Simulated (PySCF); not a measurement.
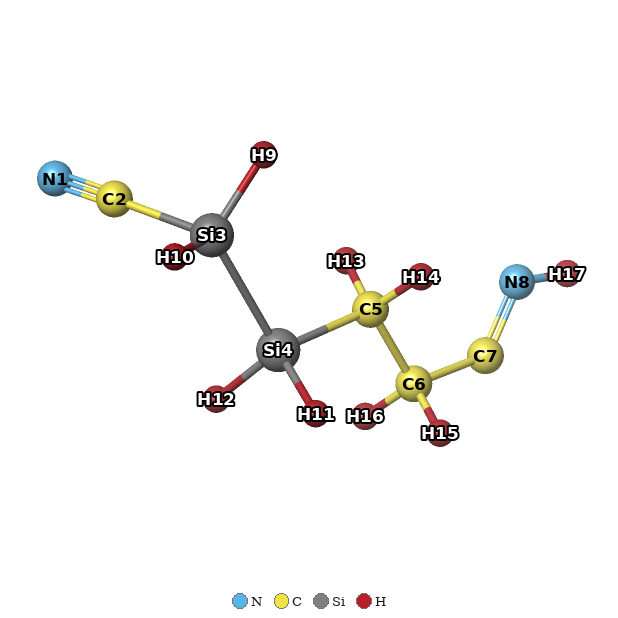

The species is neutral and a spin doublet. The computed structure is the end point of a GFN2-xTB optimisation. No frequency run is at hand to confirm it as a minimum. Method: UKS B3LYP, pcH-1 on C H N Si, non-relativistic (PySCF 2.14.0). Fermi-contact and spin-dipolar terms alone, no spin-orbit part.

> Which nucleus has the largest dipolar (anisotropic) hyperfine coupling?

13C at C7: principal values −61.8, −55.6, 117.5 MHz.

List the isotropic and dipolar parts for the most strongly coupled nuclei, one of each equivalent set.

```tsv
atom	isotope	a_iso (MHz)	dipolar part (MHz)
C7	13C	234.4	−61.8, −55.6, 117.5
N8	14N	7.4	−16.1, −12.3, 28.4
H17	1H	138.6	−16.2, −9.1, 25.4
C6	13C	90.6	−7.9, −7.4, 15.3
H16	1H	4.9	−7.5, −5.1, 12.6
H15	1H	3.7	−7.5, −5.1, 12.6
C5	13C	27.8	−5.1, −4.7, 9.8
H13	1H	−3.4	−4.0, −1.0, 4.9
```

The geometry is semi-empirical. Around Si such bond lengths and angles can be off by a tenth of an ångström or more and by several degrees, and values that hang on the shape move with them.
